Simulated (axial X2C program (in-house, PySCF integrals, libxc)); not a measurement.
# Linear BCN⁻ at several levels

Aim: the two bond lengths and stretching wavenumbers of linear BCN⁻, with and without spin–orbit coupling, at PBE0, HF, PBE.

Program: an in-house X2C program for linear molecules on PySCF integrals. Level of theory: all-electron X2C, two-component (2c) or spin-free, B dyall-v3z, C dyall-v3z, N dyall-av3z. These are calculated values, not measurements.

All values are calculated.

2 further runs of the same task are left out: 2 set aside as unsound or not needed.

## Step 1: The job

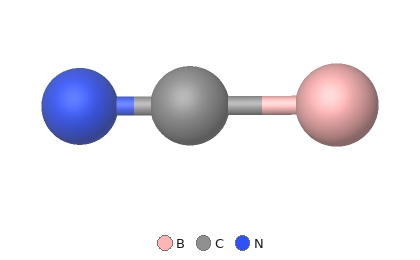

The atoms on one line, bonds 1.550 and 1.160 Å (boron pink, carbon grey, nitrogen blue).

File task.json:

```json
{
 "zs": [
  5,
  6,
  7
 ],
 "q": -1,
 "bas": [
  "dyall-v3z",
  "dyall-v3z",
  "dyall-av3z"
 ],
 "r0": [
  1.55,
  1.16
 ],
 "symm": 0,
 "scan": [
  "PBE0",
  "HF",
  "PBE"
 ],
 "levels": [
  "PBE0",
  "HF",
  "TPSSh"
 ],
 "nst": 2
}
```

Keys: zs atomic numbers; q charge; bas basis sets; r0 starting distance in Å; symm equal bonds; scan levels of the two-bond scan; levels methods; nst determinants followed.

On the command line:

```sh
> python solin.py task.json out
```

Masses B 11.009, C 12.000, N 14.003 u.

## Step 2: Scan at PBE0, 2c

State: Ω = 1/2 (beyond evenly filled blocks: ω = 1/2). Energies above the lowest point, from the job's result record:

```
r(B–C) (Å)  r(C–N) (Å)  E (meV)
    1.4908      1.1485    67.71
    1.4908      1.1780    15.10
    1.4908      1.2074    48.46
    1.5290      1.1485    46.47
    1.5290      1.1780     0.00
    1.5290      1.2074    39.51
    1.5290      1.2369   149.25
    1.5672      1.1485    55.27
    1.5672      1.1780    14.59
    1.5672      1.2074    59.94
    1.6055      1.1780    52.29
    1.6055      1.2369   224.40
```

A quadratic surface with cubic terms in each bond gives the minimum at 1.528 and 1.178 Å, force constants 3.27, 15.8 and coupling 0.83 mdyn/Å.

## Step 3: Scan at HF, 2c

State: Ω = 1/2 (beyond evenly filled blocks: ω = 1/2). Energies above the lowest point, from the job's result record:

```
r(B–C) (Å)  r(C–N) (Å)  E (meV)
    1.4908      1.1485    40.63
    1.4908      1.1780    56.91
    1.4908      1.2074   145.07
    1.5290      1.1485     4.77
    1.5290      1.1780    30.07
    1.5290      1.2074   127.91
    1.5290      1.2369   276.03
    1.5672      1.1485     0.00
    1.5672      1.1780    33.60
    1.5672      1.2074   140.47
    1.6055      1.1780    60.68
    1.6055      1.2369   341.99
```

A quadratic surface with cubic terms in each bond gives the minimum at 1.553 and 1.153 Å, force constants 2.81, 17 and coupling 1.27 mdyn/Å.

## Step 4: Scan at PBE, 2c

State: Ω = 1/2 (beyond evenly filled blocks: ω = 1/2). Energies above the lowest point, from the job's result record:

```csv
r(B–C) (Å),r(C–N) (Å),E (meV)
1.4908,1.1485,120.22
1.4908,1.1780,24.05
1.4908,1.2074,13.99
1.5290,1.1485,95.80
1.5290,1.1780,4.90
1.5290,1.2074,0.00
1.5290,1.2369,65.32
1.5672,1.1485,101.26
1.5672,1.1780,15.36
1.5672,1.2074,15.40
1.6055,1.1780,48.96
1.6055,1.2369,128.57
```

A quadratic surface with cubic terms in each bond gives the minimum at 1.530 and 1.194 Å, force constants 3.23, 14.2 and coupling 0.70 mdyn/Å.

## Step 5: Comparison

| level | r(B–C) (Å) | r(C–N) (Å) | lower stretch (cm⁻¹) | upper stretch (cm⁻¹) |
| --- | --- | --- | --- | --- |
| PBE0, 2c | 1.528 | 1.178 | 839.2 | 2046.0 |
| HF, 2c | 1.553 | 1.153 | 784.4 | 2078.8 |
| PBE, 2c | 1.530 | 1.194 | 829.8 | 1951.0 |
| PBE0, spin-free | 1.528 | 1.178 | 838.9 | 2046.2 |
| HF, spin-free | 1.553 | 1.153 | 784.1 | 2077.8 |
| PBE, spin-free | 1.530 | 1.194 | 829.5 | 1951.2 |

Scans not shown above were run alike.

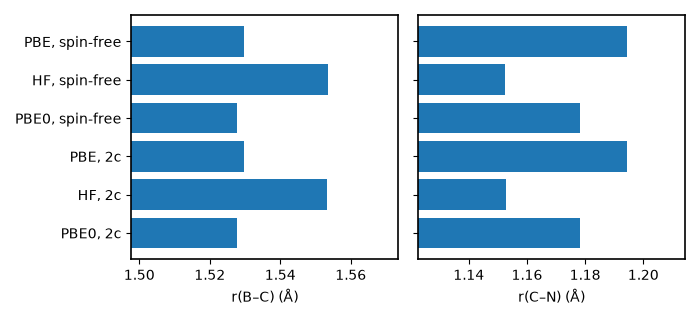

The two bond lengths by level.

In words: Over the levels the B–C bond spans 1.528 to 1.553 Å and the C–N bond 1.153 to 1.194 Å. At PBE0 spin–orbit coupling leaves both bonds unchanged to 0.001 Å. Each state is one determinant, the lowest of a limited PBE0 search; the stretches come from a fit to few points and are good to some per cent at best. For an anion the highest level of a functional can be positive, and the basis then holds the extra electron. The molecule was held linear; bending was not examined, so a bent shape may lie lower. Note: functional without a current term on a determinant with orbital currents, of the molecule or an atom.
